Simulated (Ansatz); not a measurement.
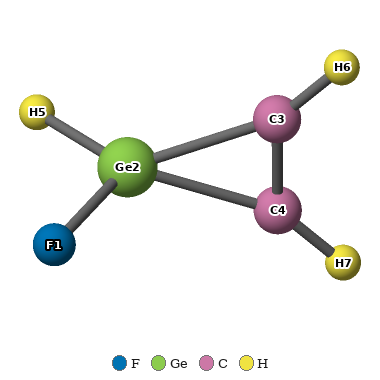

The system is C₂H₃FGe, SMILES [F][GeH]1[CH]=[CH]1; the picture shows the reference structure. Coordinates scanned: (1) bond length C4–H7; (2) angle H7–C4–Ge2. Nothing is relaxed (all other coordinates rigid). The scan uses a 15 × 15 grid. Points are written as (first, second). Energies: kJ/mol, counted from the lowest grid point. These are results of RKS BHLYP-D4/def2-TZVP (Ansatz), not measurements.

Its coordinates:

```xyz
7

F    -1.6465   -1.4463   -0.5685
Ge   -0.7020    0.0019   -0.6014
C     0.3141    0.4470    0.9088
C     1.0838   -0.0764   -0.0392
H    -1.3543    0.8988   -1.6261
H     0.4759    0.8007    1.9111
H     2.1271   -0.3222   -0.1227
```

Range: bond length C4–H7 from 0.925 to 1.505 Å; angle H7–C4–Ge2 from 120.7 to 179.0°.

### Predict the map.

The lowest grid point is at (1.090 Å, 154.0°). No other kind of well shows on this grid. The highest grid point, (1.505 Å, 120.7°), lies 227 kJ/mol above the lowest. Round the minimum the two coordinates are nearly uncoupled.

| angle H7–C4–Ge2 ↓, bond length C4–H7 → | 0.925 | 0.966 | 1.008 | 1.049 | 1.090 | 1.132 | 1.173 | 1.215 | 1.256 | 1.298 | 1.339 | 1.381 | 1.422 | 1.464 | 1.505 |
| --- | --- | --- | --- | --- | --- | --- | --- | --- | --- | --- | --- | --- | --- | --- | --- |
| 179.0 | 90 | 62 | 44 | 36 | 34 | 38 | 46 | 57 | 71 | 87 | 104 | 122 | 140 | 159 | 178 |
| 174.8 | 78 | 50 | 32 | 24 | 22 | 26 | 35 | 46 | 60 | 76 | 93 | 112 | 130 | 149 | 168 |
| 170.7 | 69 | 41 | 23 | 15 | 14 | 18 | 26 | 38 | 52 | 68 | 86 | 104 | 123 | 142 | 162 |
| 166.5 | 62 | 34 | 16 | 8 | 7 | 11 | 20 | 32 | 46 | 63 | 80 | 99 | 118 | 137 | 157 |
| 162.3 | 57 | 29 | 11 | 3 | 2 | 7 | 16 | 28 | 42 | 59 | 77 | 96 | 115 | 134 | 154 |
| 158.2 | 54 | 26 | 9 | 1 | 0 | 5 | 14 | 26 | 41 | 58 | 75 | 95 | 114 | 134 | 153 |
| 154.0 | 53 | 25 | 9 | 1 | 0 | 5 | 14 | 26 | 41 | 58 | 76 | 95 | 115 | 135 | 155 |
| 149.8 | 55 | 27 | 10 | 3 | 2 | 7 | 16 | 29 | 43 | 61 | 79 | 98 | 118 | 138 | 158 |
| 145.7 | 58 | 30 | 14 | 6 | 6 | 11 | 20 | 33 | 48 | 65 | 83 | 103 | 122 | 142 | 162 |
| 141.5 | 63 | 36 | 19 | 12 | 11 | 16 | 26 | 39 | 54 | 71 | 90 | 109 | 129 | 149 | 169 |
| 137.3 | 70 | 43 | 26 | 19 | 19 | 24 | 34 | 47 | 62 | 79 | 98 | 117 | 137 | 157 | 177 |
| 133.2 | 78 | 51 | 35 | 28 | 28 | 33 | 43 | 56 | 71 | 89 | 107 | 127 | 147 | 167 | 187 |
| 129.0 | 88 | 62 | 45 | 38 | 38 | 44 | 54 | 67 | 83 | 100 | 119 | 139 | 159 | 179 | 199 |
| 124.8 | 100 | 73 | 57 | 50 | 50 | 56 | 66 | 80 | 95 | 113 | 132 | 152 | 172 | 192 | 213 |
| 120.7 | 113 | 86 | 70 | 63 | 64 | 70 | 80 | 93 | 109 | 127 | 146 | 166 | 186 | 207 | 227 |

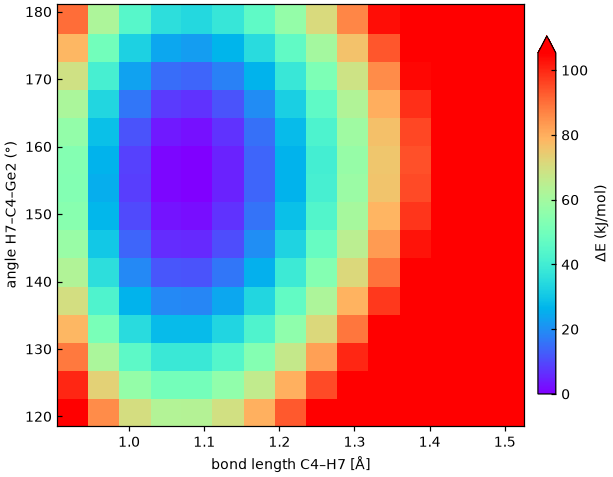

In the figure: one coloured cell a grid point, one colour for all values above the top of the scale.

Each point was launched as `ansatz run input.yaml --threads 1 --pin off --max-ram 2560MiB --backend cpu --events-out ev --progress --plain --runs-dir out`. Time for the 225 points that were run: 29 min on 1 thread of Arm Neoverse V2, with other jobs on the host.
